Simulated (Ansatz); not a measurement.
# GeH3Cl + SiH3 radical: a complex and its separated parts, part 3 of 3

Ansatz 0.2.0, Gaussian basis.

## Step 17: PBE-QIDH/def2-TZVPP

The inputs:

parta/in.yaml

```yaml
crystal:
  periodic: [false, false, false]
  atoms:
    - {symbol: Cl, position_ang: [-0.228593, 0.669706, -0.292284]}
    - {symbol: Ge, position_ang: [-0.799275, 2.524276, -1.229965]}
    - {symbol: H, position_ang: [-2.246970, 2.810272, -0.818868]}
    - {symbol: H, position_ang: [0.159734, 3.602708, -0.716257]}
    - {symbol: H, position_ang: [-0.668553, 2.323142, -2.742931]}
basis:
  gaussian: {orbitals: def2-TZVPP}
hamiltonian: {xc: {name: PBE-QIDH}}
```

partb/in.yaml

```yaml
crystal:
  periodic: [false, false, false]
  atoms:
    - {symbol: Si, position_ang: [0.847352, -2.687778, 1.316887]}
    - {symbol: H, position_ang: [1.182533, -2.447764, 2.744567]}
    - {symbol: H, position_ang: [2.036522, -3.151208, 0.555751]}
    - {symbol: H, position_ang: [-0.282852, -3.643255, 1.182999]}
basis:
  gaussian: {orbitals: def2-TZVPP}
magnetization: {spin_polarized: true, initial_magnetization: 1}
hamiltonian: {xc: {name: PBE-QIDH}}
```

Each run has its own folder and the same command.

On the command line:

```bash
ansatz run in.yaml --threads 8 --pin off --events-out ev --progress --plain --max-ram 19148MiB
```

parta printed, cut to the lines that bear on the results:

```text
Functional definition: PBE-QIDH
  name "PBE-QIDH"
  cite "Brémond, Sancho-García, Pérez-Jiménez & Adamo, J. Chem. Phys. 141, 031101 (2014) doi:10.1063/1.4890314"
  cite "Perdew, Burke & Ernzerhof, Phys. Rev. Lett. 77, 3865 (1996) doi:10.1103/PhysRevLett.77.3865"
[...]
794 factors; integrals over basis functions are off by at most 1.2e-3 eV
[...]
mean field -69063.98262739 eV, -2538.0545483078 hartree, gradient 6.0e-6 eV, S^2 0.000000; 0 other end points of the search recorded, 0 dependent functions left out
14 core orbitals not correlated: weight in the atoms' cores, before any rotation towards them, 1.000 or more for the frozen orbitals, at most 0.000 for the correlated occupied ones
reference -69063.98263811 eV, -2538.0545487016 hartree; 12, 12 occupied and 106, 106 virtual orbitals, 794 factors
second order -13.93553400 eV of doubles, -0.00000000 eV of singles
Total energy: -69068.62781611 eV, -2538.2252558445 hartree
```

partb printed, cut to the lines that bear on the results:

```text
[... 4 set-up lines as earlier in the session ...]
[...]
467 factors; integrals over basis functions are off by at most 7.4e-4 eV
[...]
mean field -7917.91033714 eV, -290.9778379374 hartree, gradient 4.9e-6 eV, S^2 0.753948; 0 other end points of the search recorded, 0 dependent functions left out
5 core orbitals not correlated: weight in the atoms' cores, before any rotation towards them, 1.000 or more for the frozen orbitals, at most 0.000 for the correlated occupied ones
reference -7917.91034795 eV, -290.9778383347 hartree; 4, 3 occupied and 75, 76 virtual orbitals, 467 factors
second order -3.64516588 eV of doubles, -0.00000000 eV of singles
Total energy: -7919.12540324 eV, -291.0224907931 hartree
```

Wall times: 0.85 s (parta), 0.35 s (partb) on 8 threads of Arm Neoverse V2, shared host.

## Step 18: RPA on PBE/def2-TZVPP

Each input of step 17 (parta, partb) changes in the same lines:

```diff
-hamiltonian: {xc: {name: PBE-QIDH}}
+hamiltonian: {xc: pbe}
+correlation: {method: rpa}
```

One command serves all of them, each in its own folder.

On the command line:

```bash
ansatz run in.yaml --threads 8 --pin off --events-out ev --progress --plain --max-ram 19148MiB
```

parta printed, cut to the lines that bear on the results:

```text
[... 4 set-up lines as earlier in the session ...]
[...]
794 factors; integrals over basis functions are off by at most 1.2e-3 eV
[...]
mean field -69077.12131837 eV, -2538.5373862957 hartree, gradient 5.2e-6 eV, S^2 0.000000; 0 other end points of the search recorded, 0 dependent functions left out
14 core orbitals not correlated: weight in the atoms' cores, before any rotation towards them, 1.000 or more for the frozen orbitals, at most 0.000 for the correlated occupied ones
reference -69024.99591092 eV, -2536.6218129038 hartree; 12, 12 occupied and 106, 106 virtual orbitals, 794 factors
Total energy: -69045.49395699 eV, -2537.3751022026 hartree
```

Output in partb, cut to the lines that bear on the results:

```text
[... 4 set-up lines as earlier in the session ...]
[...]
467 factors; integrals over basis functions are off by at most 7.4e-4 eV
[...]
mean field -7920.60647124 eV, -291.0769190383 hartree, gradient 2.4e-6 eV, S^2 0.752840; 0 other end points of the search recorded, 0 dependent functions left out
5 core orbitals not correlated: weight in the atoms' cores, before any rotation towards them, 1.000 or more for the frozen orbitals, at most 0.000 for the correlated occupied ones
reference -7908.18934258 eV, -290.6205979765 hartree; 4, 3 occupied and 75, 76 virtual orbitals, 467 factors
Total energy: -7915.41367551 eV, -290.8860873151 hartree
```

They took 0.7 s (parta), 0.35 s (partb) on 8 threads of Arm Neoverse V2, shared host.

## Step 19: CCSD(T)/def2-TZVPP

parta/in.yaml, as its differences from that of step 18:

```diff
@@ -10,3 +10,2 @@
   gaussian: {orbitals: def2-TZVPP}
-hamiltonian: {xc: pbe}
-correlation: {method: rpa}
+correlation: {method: ccsd_t}
```

partb/in.yaml, as its differences from that of step 18:

```diff
@@ -10,3 +10,3 @@
 magnetization: {spin_polarized: true, initial_magnetization: 1}
-hamiltonian: {xc: pbe}
-correlation: {method: rpa}
+correlation: {method: ccsd_t}
+scf: {omitted_lower_state_checks: [cluster_reference]}
```

One command serves all of them, each in its own folder.

On the command line:

```bash
ansatz run in.yaml --threads 8 --pin off --events-out ev --progress --plain --max-ram 19148MiB
```

Output in parta, cut to the lines that bear on the results:

```text
Functional definition: HF
  name "HF"
  cite "Fock, Z. Phys. 61, 126 (1930) doi:10.1007/BF01340294"
[... 1 set-up line as earlier in the session ...]
[...]
794 factors; integrals over basis functions are off by at most 1.2e-3 eV
[...]
mean field -69026.11503506 eV, -2536.6629399574 hartree, gradient 2.7e-6 eV, S^2 0.000000; 0 other end points of the search recorded, 0 dependent functions left out
14 core orbitals not correlated: weight in the atoms' cores, before any rotation towards them, 1.000 or more for the frozen orbitals, at most 0.000 for the correlated occupied ones
reference -69026.11503506 eV, -2536.6629399574 hartree; 12, 12 occupied and 106, 106 virtual orbitals, 794 factors
second order -12.34064183 eV of doubles, -0.00000000 eV of singles
cycle   1  -12.69496642 eV  change   -3.5e-1 eV  update   7.8e-2
[...]
cycle   8  -13.12767218 eV  change   -1.5e-5 eV  update   1.8e-5
perturbative correction -0.47212282 eV, -0.0173501936 hartree
Total energy: -69039.71483006 eV, -2537.1627232053 hartree
```

Output in partb, cut to the lines that bear on the results:

```text
[... 4 set-up lines as earlier in the session ...]
[...]
467 factors; integrals over basis functions are off by at most 7.4e-4 eV
[...]
mean field -7908.64355677 eV, -290.6372900400 hartree, gradient 9.9e-6 eV, S^2 0.755037; 0 other end points of the search recorded, 0 dependent functions left out
[...]
reference -7908.64355677 eV, -290.6372900400 hartree; 4, 3 occupied and 75, 76 virtual orbitals, 467 factors
second order -3.17769709 eV of doubles, -0.00000000 eV of singles
cycle   1  -3.68587605 eV  change   -5.1e-1 eV  update   5.4e-2
[...]
cycle   9  -3.89190383 eV  change    6.9e-6 eV  update   7.1e-6
perturbative correction -0.09593984 eV, -0.0035257241 hartree
Total energy: -7912.63140043 eV, -290.7838405918 hartree
Checks for a lower state left out: cluster_reference
```

Times: 1.6 s (parta), 0.5 s (partb) on 8 threads of Arm Neoverse V2, shared host; peak memory 0.51 GiB.

## Step 20: Vibrations of GeH3Cl

File vib-parta/in.yaml:

```yaml
crystal:
  periodic: [false, false, false]
  atoms:
    - {symbol: Cl, position_ang: [-0.228593, 0.669706, -0.292284]}
    - {symbol: Ge, position_ang: [-0.799275, 2.524276, -1.229965]}
    - {symbol: H, position_ang: [-2.246970, 2.810272, -0.818868]}
    - {symbol: H, position_ang: [0.159734, 3.602708, -0.716257]}
    - {symbol: H, position_ang: [-0.668553, 2.323142, -2.742931]}
basis:
  gaussian: {orbitals: def2-TZVP}
hamiltonian: {xc: pbe0, dispersion: d4}
phonons: {temperatures: {t_min: 298.15, t_max: 900, t_step: 200}}
```

On the command line:

```bash
ansatz run in.yaml --threads 8 --pin off --events-out ev --progress --plain --max-ram 19148MiB
```

The program printed, cut to the lines that bear on the results:

```text
[... 5 set-up lines as earlier in the session ...]
[...]
801 factors; their error is unknown
[...]
mean field -69079.72708707 eV, -2538.6331465292 hartree, gradient 1.6e-5 eV, S^2 0.000000; 0 other end points of the search recorded, 0 dependent functions left out
[...]
Atom 2 at    -2.246970     2.810272    -0.818868 Å, force    -0.000275     0.000526    -0.000220 eV/Å
Atom 3 at     0.159734     3.602708    -0.716257 Å, force    -0.000070     0.000583    -0.000205 eV/Å
Atom 4 at    -0.668553     2.323142    -2.742931 Å, force    -0.000140     0.000475    -0.000377 eV/Å
Dipole moment:    -0.108413     0.352310    -0.178128 e Å
Vibrations: 427.12 596.25 596.29 848.76 871.31 871.39 2178.28 2188.95 2188.95 cm⁻¹, zero-point energy 0.667488 eV
```

Wall time 6.5 s (8 threads of Arm Neoverse V2, shared host).

The modes, with what each moves most:

```
mode  wavenumber (cm⁻¹)      character
   1                427  Ge–Cl stretch
   2                596           bend
   3                596           bend
   4                849           bend
   5                871           bend
   6                871           bend
   7               2178   Ge–H stretch
   8               2189   Ge–H stretch
   9               2189   Ge–H stretch
```

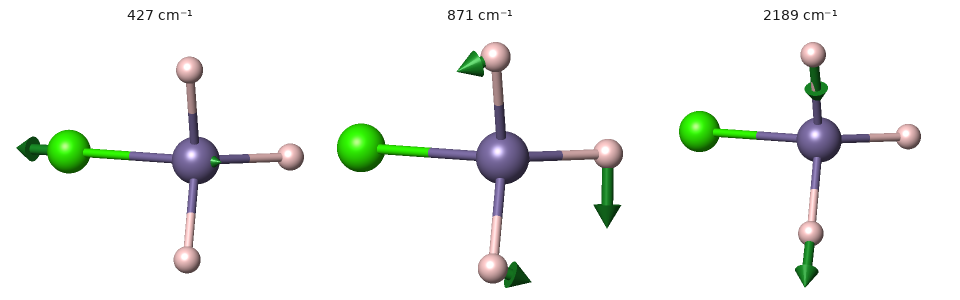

How the atoms move in 3 of the modes.

Vibrational sums (real modes only):

```
T (K)  entropy (J/mol/K)  heat capacity (J/mol/K)
  298                9.5                     21.6
  498               24.7                     37.4
  698               39.0                     47.5
  898               51.9                     54.5
```

## Step 21: Vibrations of SiH3 radical

File vib-partb/in.yaml:

```yaml
crystal:
  periodic: [false, false, false]
  atoms:
    - {symbol: Si, position_ang: [0.847352, -2.687778, 1.316887]}
    - {symbol: H, position_ang: [1.182533, -2.447764, 2.744567]}
    - {symbol: H, position_ang: [2.036522, -3.151208, 0.555751]}
    - {symbol: H, position_ang: [-0.282852, -3.643255, 1.182999]}
basis:
  gaussian: {orbitals: def2-TZVP}
magnetization: {spin_polarized: true, initial_magnetization: 1}
hamiltonian: {xc: pbe0, dispersion: d4}
phonons: {temperatures: {t_min: 298.15, t_max: 900, t_step: 200}}
```

On the command line:

```bash
ansatz run in.yaml --threads 8 --pin off --events-out ev --progress --plain --max-ram 19148MiB
```

The program printed, cut to the lines that bear on the results:

```text
[... 5 set-up lines as earlier in the session ...]
[...]
400 factors; their error is unknown
[...]
mean field -7921.47174218 eV, -291.1087171587 hartree, gradient 2.1e-5 eV, S^2 0.752998; 0 other end points of the search recorded, 0 dependent functions left out
[...]
Atom 1 at     1.182533    -2.447764     2.744567 Å, force    -0.000101    -0.000098    -0.000459 eV/Å
Atom 2 at     2.036522    -3.151208     0.555751 Å, force    -0.000364     0.000123     0.000247 eV/Å
Atom 3 at    -0.282852    -3.643255     1.182999 Å, force     0.000378     0.000292     0.000051 eV/Å
Dipole moment:    -0.001958     0.005858    -0.002647 e Å
Vibrations: 747.04 926.73 926.74 2203.61 2241.81 2241.83 cm⁻¹, zero-point energy 0.575768 eV
```

Run time: 2.1 s. Hardware: 8 threads of Arm Neoverse V2, shared host.

Wavenumbers and character of the modes:

```
mode  wavenumber (cm⁻¹)     character
   1                747          bend
   2                927          bend
   3                927          bend
   4               2204  Si–H stretch
   5               2242  Si–H stretch
   6               2242  Si–H stretch
```

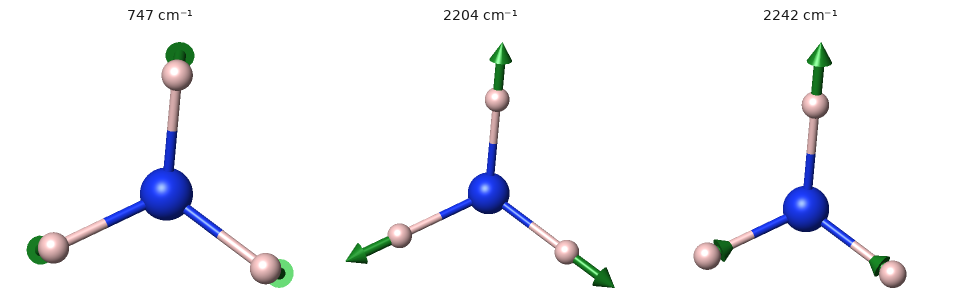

Displacements of 3 modes, as arrows.

Vibrational sums (real modes only):

```
T (K)  entropy (J/mol/K)  heat capacity (J/mol/K)
  298                2.1                      7.1
  498                8.1                     16.8
  698               15.1                     24.7
  898               22.1                     30.7
```

## Step 22: Complex less separated parts

The complex's own energies come from single points at the same levels.

Rows are in def2-TZVPP; times add the 3 runs of a level on a shared host, so small differences are noise.

```
      method                    rung  complex less parts (kJ/mol)  from CCSD(T) (kJ/mol)     time
       SPW92                     LDA                        -6.49                  -5.65    1.5 s
      PBE-D4                     GGA                        -4.42                  -3.58    2.2 s
     BLYP-D4                     GGA                        -4.31                  -3.47      2 s
   r2SCAN-D4                meta-GGA                        -2.61                  -1.77    4.8 s
      B97M-V                meta-GGA                        -3.90                  -3.06    7.7 s
     PBE0-D4                  hybrid                        -3.23                  -2.39    3.1 s
    B3LYP-D4                  hybrid                        -3.85                  -3.01    3.1 s
  r2SCAN0-D4                  hybrid                        -2.62                  -1.78    5.2 s
    BHLYP-D4                  hybrid                        -3.27                  -2.43      3 s
CAM-B3LYP-D4  range-separated hybrid                        -3.03                  -2.19    3.4 s
     wB97X-V  range-separated hybrid                        -1.59                  -0.75    6.8 s
     wB97M-V  range-separated hybrid                        -1.46                  -0.62    8.8 s
      B2PLYP           double hybrid                         0.07                  +0.91    4.4 s
    PBE-QIDH           double hybrid                        -0.36                  +0.48    4.2 s
  RPA on PBE                     RPA                         0.64                  +1.48    3.7 s
Hartree-Fock            wavefunction                         4.29                  +5.13         
         MP2            wavefunction                        -0.82                  +0.02         
        CCSD            wavefunction                        -0.15                  +0.69         
     CCSD(T)            wavefunction                        -0.84                      0  2.5 min
```

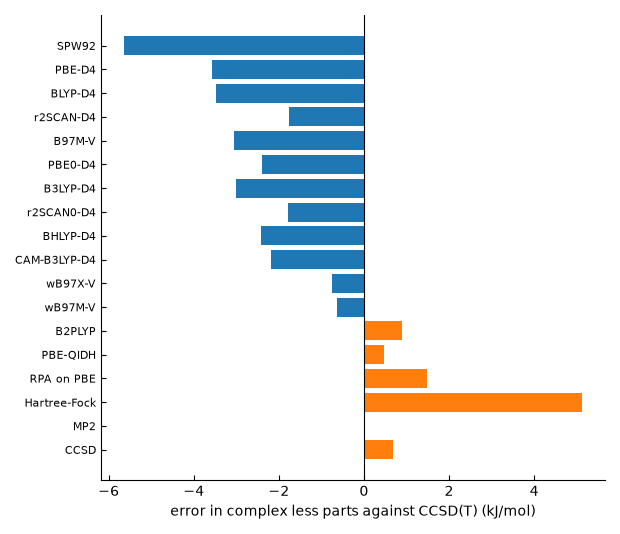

How far each level lands from CCSD(T).

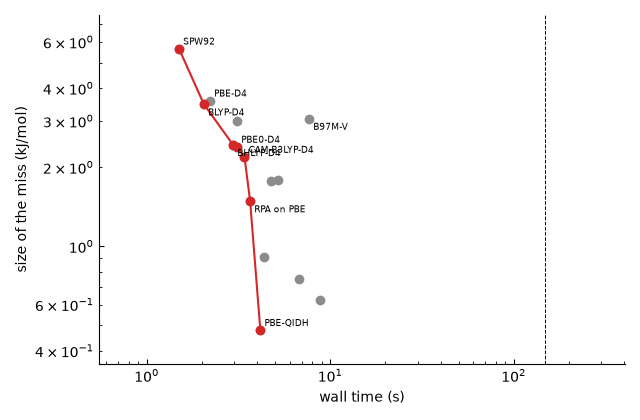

Miss against cost. Red marks the levels that no quicker level drawn beats (of those quicker than the yardstick), and the dashed line is the time of CCSD(T). Only those levels and the largest misses are named. Times are from a shared host.

For cost: PBE-QIDH gets within 0.48 kJ/mol in 4.2 s, where CCSD(T) took 2.5 min; the quickest level in the cost chart, SPW92, takes 1.5 s and misses by 5.65 kJ/mol.

The complex's zero-point energy, from a separate PBE0-D4 run, is 1.246 eV.

## Step 23: What came out

This closing draws on all 3 parts.

```
                              quantity         value
complex less parts, CCSD(T)/def2-TZVPP  -0.84 kJ/mol
                with zero-point energy  -0.54 kJ/mol
                 largest T1 diagnostic         0.016
```

**Reading.** At CCSD(T) the complex lies 0.84 kJ/mol below its parts. Among the functionals PBE-QIDH lands nearest to CCSD(T) (+0.48 kJ/mol) and SPW92 farthest (-5.65 kJ/mol). By rung, the mean size of the error is: LDA 5.65, GGA 3.53, meta-GGA 2.41, hybrid 2.40, range-separated hybrid 1.19, double hybrid 0.69 kJ/mol. PBE-D4 gives a relative energy 3.58 kJ/mol too low, an error of 426 % of the reference. The complex's frequency run has imaginary modes: the structure is no minimum, so both the energy and the zero-point correction are in doubt. No counterpoise was applied, and triple zeta lacks some correlation, so the CCSD(T) reference has a basis error of its own, and close matches with it are partly luck.
